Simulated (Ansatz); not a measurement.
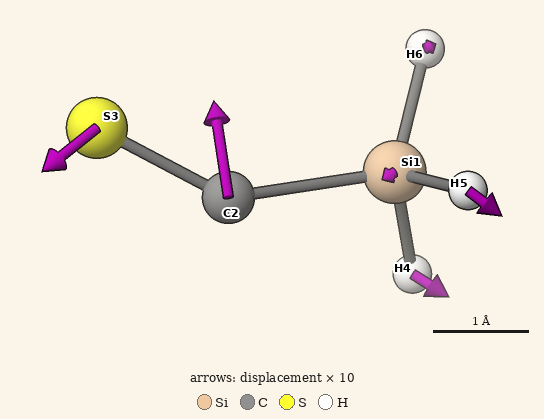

A relaxation of CH3SSi (multiplicity 2). The starting structure is drawn; purple arrows show the displacements, magnified 10 times. The two geometries are superimposed by the best rigid fit.

The picture is a ball-and-stick view, seen at a tilt.

Level of theory: Ansatz, UKS PBE0-D4/def2-TZVP. Set-up: force threshold 0.005 eV/Å; at most 200 steps.

**What did the optimiser do to the structure, and how much energy did it gain?**

The energy falls by 5.37 kJ/mol in 8 geometry steps. The largest force component goes from 0.83 to 0.00069 eV/Å. C2 moves most after the best rigid fit: 0.11 Å. Largest moves by element: C 0.11 Å, S 0.08 Å, H 0.05 Å, Si 0.02 Å. Some distances before and after: Si1–C2 1.860 → 1.836 Å, Si1–H6 1.466 → 1.490 Å, Si1–H4 1.462 → 1.484 Å, C2–S3 1.568 → 1.549 Å. Bond angles that change, for instance: Si1–C2–S3 141.2° → 151.1°, C2–Si1–H4 102.7° → 106.4°, H4–Si1–H5 113.4° → 110.3°.
